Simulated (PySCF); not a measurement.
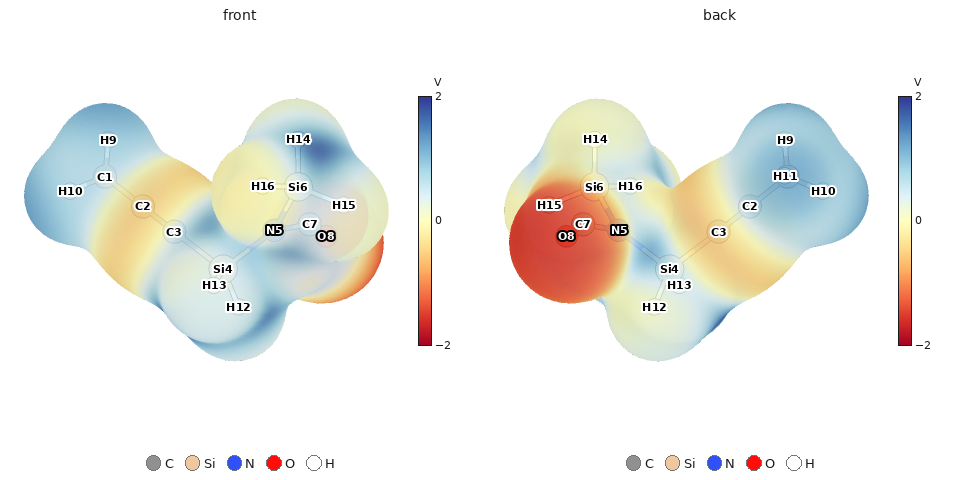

Figure. C4H8NOSi2 (SMILES CC#C[SiH2]N([SiH3])[C]=O) (doublet). The electrostatic potential painted on the density surface at 0.002 e/bohr³, seen from the front and from behind; the colour scale runs from red (negative) to blue (positive).

Geometry: GFN2-xTB.

All numbers below come from UKS B3LYP, pcH-1 on C H N O Si, non-relativistic, mean-field spin-orbit, GIAO (PySCF).

```yaml
atoms:
  - { symbol: C, position_ang: [3.5482, 0.1291, 0.6770] }
  - { symbol: C, position_ang: [2.2624, -0.0818, 0.0546] }
  - { symbol: C, position_ang: [1.1914, -0.2580, -0.4736] }
  - { symbol: Si, position_ang: [-0.4548, -0.5438, -1.2385] }
  - { symbol: N, position_ang: [-1.6603, -0.2735, 0.0532] }
  - { symbol: Si, position_ang: [-2.5170, 1.0623, 0.8613] }
  - { symbol: C, position_ang: [-2.2268, -1.1503, 0.8142] }
  - { symbol: O, position_ang: [-2.3053, -2.3090, 1.0689] }
  - { symbol: H, position_ang: [3.4729, 0.9070, 1.4367] }
  - { symbol: H, position_ang: [4.2790, 0.4338, -0.0720] }
  - { symbol: H, position_ang: [3.8872, -0.7934, 1.1480] }
  - { symbol: H, position_ang: [-0.6469, -1.9278, -1.6614] }
  - { symbol: H, position_ang: [-0.7902, 0.4620, -2.2433] }
  - { symbol: H, position_ang: [-2.0844, 1.1499, 2.2514] }
  - { symbol: H, position_ang: [-3.9459, 0.9426, 0.5906] }
  - { symbol: H, position_ang: [-2.0171, 2.2598, 0.1578] }
```

Question: Which sites attract a positive test charge, and which a negative one?

Answer: A positive charge is drawn to the negative regions and a negative charge to the positive ones. The most negative region (about −1.6 V, or −37 kcal/mol for a unit charge) lies over O8, the most positive (about +1.6 V, or +37 kcal/mol for a unit charge) over Si4 and Si6. O8 is the likeliest acceptor of a hydrogen bond.
